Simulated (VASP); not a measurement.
Band structure of Al₃Sc (space group Pm-3m). Computed with PBE GGA, VASP's PBE PAW potentials (set 64) (plane waves; VASP).

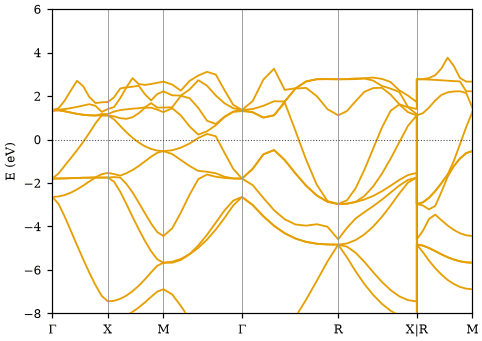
*Bands along high-symmetry lines, zero at the valence-band maximum or, without a gap, the Fermi level*

Read the plot: is there a gap, and where are the band edges?

It has no gap at this level: it comes out as a metal or semimetal.

The structure is a typed Al3Sc crystal. The cell was not relaxed at this level.
